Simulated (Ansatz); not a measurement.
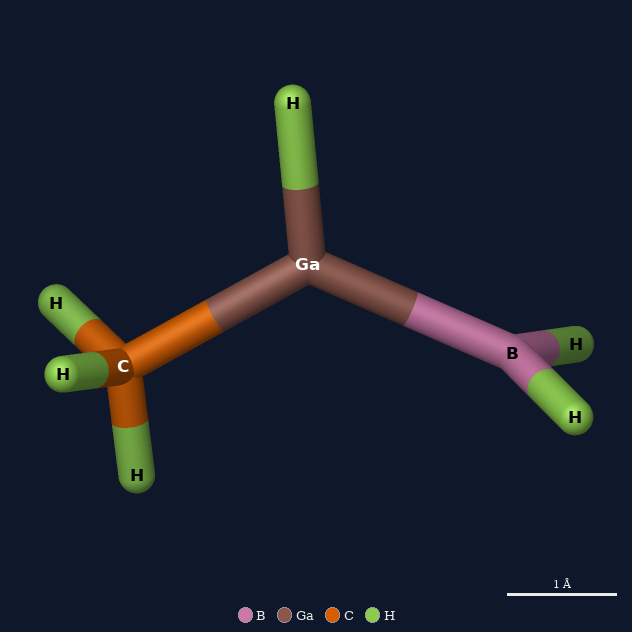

The picture shows a molecular structure as a stick model. Every bond is drawn as one stick, whatever its order.

Computed geometry: PBE0-D4/def2-TZVP optimisation.

> What is the molecular formula?

CH6BGa, 9 atoms: 1 carbon, 6 hydrogen, 1 boron and 1 gallium.

> Name some functional groups or characteristic bonds that it holds.

Among them: B–H bond.

> Count the bonded pairs by element.

3 C–H, 2 B–H, 1 B–Ga, 1 C–Ga, 1 Ga–H.

The parts below concern this one geometry. Atoms keep their numbers from picture to picture.

### Dipole moment

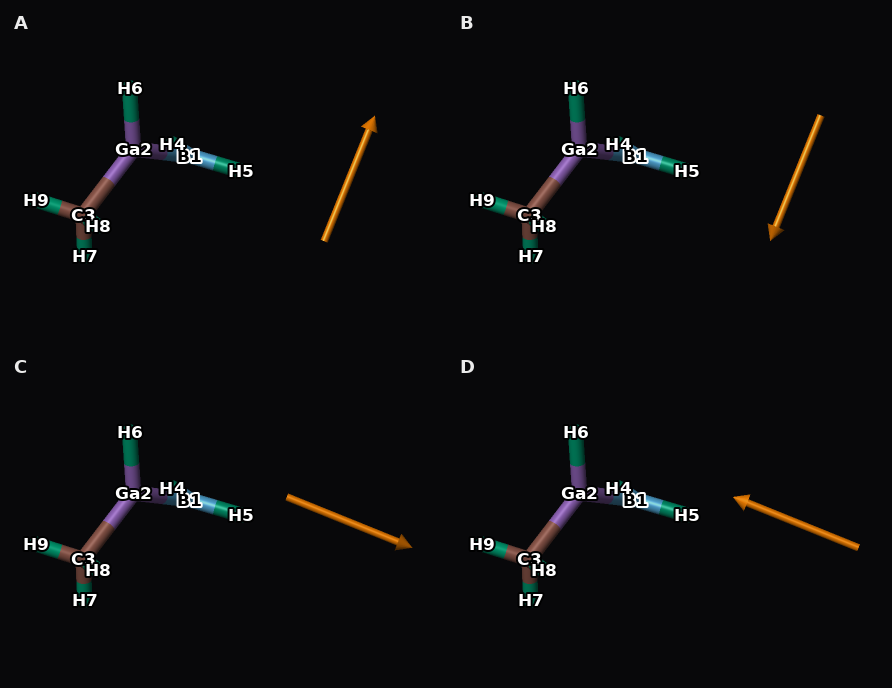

The same molecule four times, each with an arrow. Method: RKS PBE-D4/def2-TZVPP (Ansatz 0.2.0).

> Which arrow points along the dipole moment, from the negative to the positive end?

B. The dipole moment is 0.66 D; it points from the side of H6 to the side of H7 (the outermost atoms at the two ends).

### Electronic properties

Level of theory: RKS HSE06 (plane-wave form)-D4/def2-TZVPP (Ansatz 0.2.0).

Predict the main results.

- HOMO energy (Kohn–Sham orbital): −6.89 eV
- LUMO energy (Kohn–Sham orbital): −2.49 eV
- HOMO–LUMO gap: 4.40 eV
- dispersion correction: −10.4 kJ/mol

### Vibrations

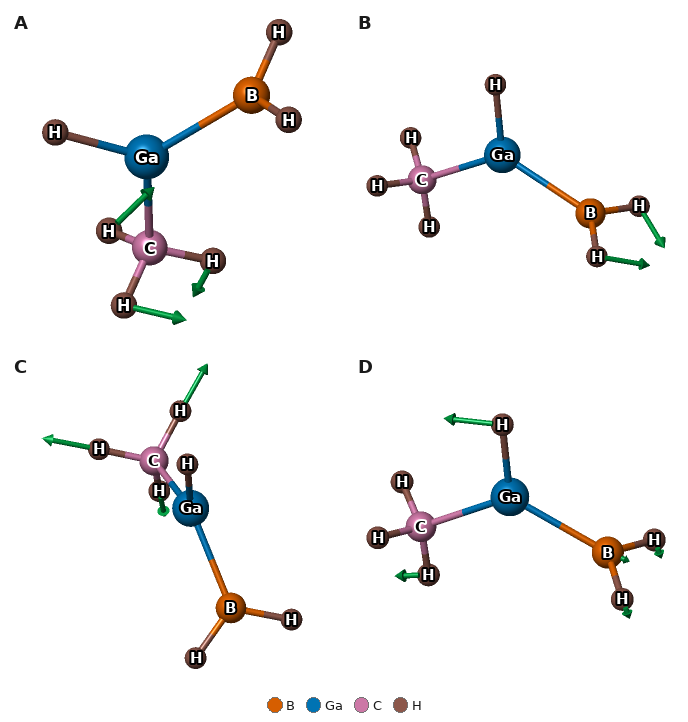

4 normal modes of one molecule or complex, as arrows. Harmonic vibrations computed with RKS PBE0-D4/def2-TZVP (Ansatz 0.2.0) at a stationary point of the same level.

> Match the panels to the wavenumbers 525 cm⁻¹, 1150 cm⁻¹, 1442 cm⁻¹, 3046 cm⁻¹.

A: 1442 cm⁻¹, H–C–H bending
B: 1150 cm⁻¹, angle bending
C: 3046 cm⁻¹, in-phase stretching of 3 C–H bonds
D: 525 cm⁻¹

### Charges

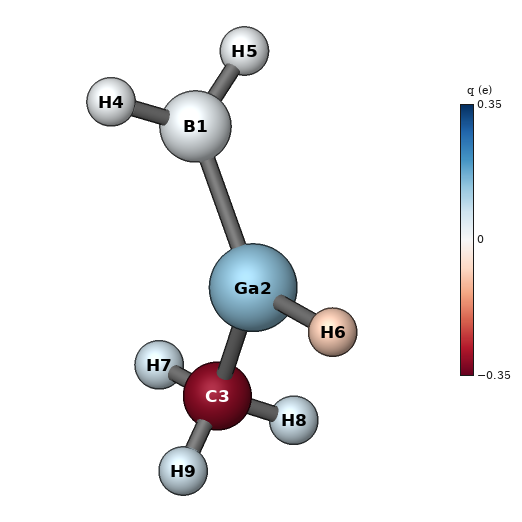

Atoms are coloured by their Mulliken charges. Method: RKS r2SCAN-D4/def2-TZVPP (Ansatz 0.2.0).

> Which atom carries the highest charge (most positive or least negative)?

Ga2 (0.14 e).

> And the lowest?

C3 (−0.31 e).

List the Mulliken charges.

```csv
atom,value (e)
B1,0.02
Ga2,0.14
C3,−0.31
H4,0.02
H5,0.02
H6,−0.08
H7,0.07
H8,0.07
H9,0.07
```

Mulliken values depend strongly on the basis set and can even reverse the polarity of a bond.
